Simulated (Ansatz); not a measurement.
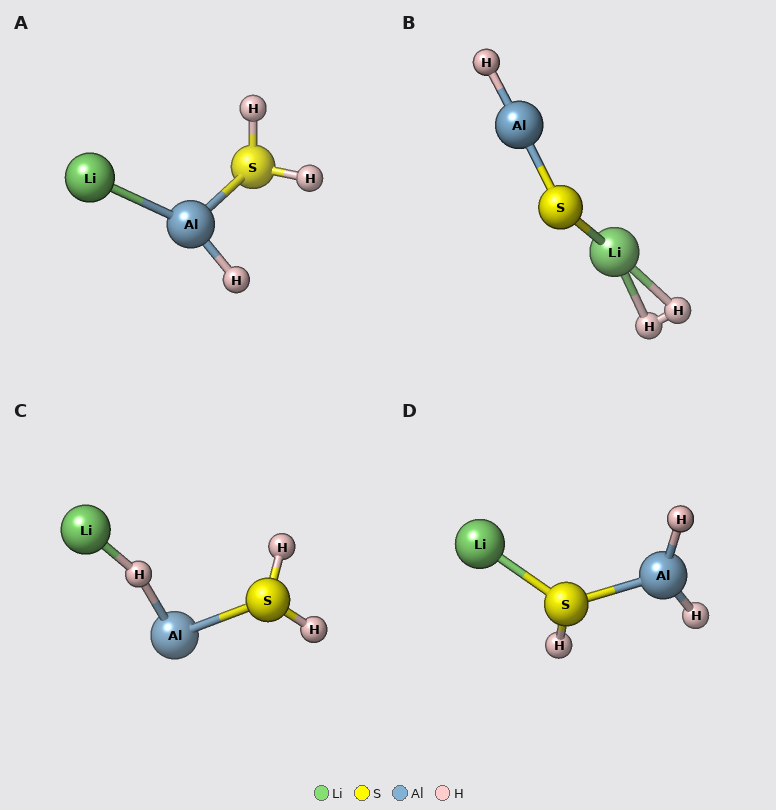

4 stationary structures of one formula. The species has charge +1 and is a spin singlet. Geometries: PBE0-D4/def2-TZVP. Electronic energies: B3LYP-D4/def2-TZVPP (Ansatz 0.2.0), without zero-point energy. No frequency run is at hand to confirm each as a minimum.

### Which is lowest in energy, and by how much?

D is lowest (C1); B lies 46.9 kJ/mol above it, C lies 148.2 kJ/mol above it (C1), A lies 153.9 kJ/mol above it (C1).
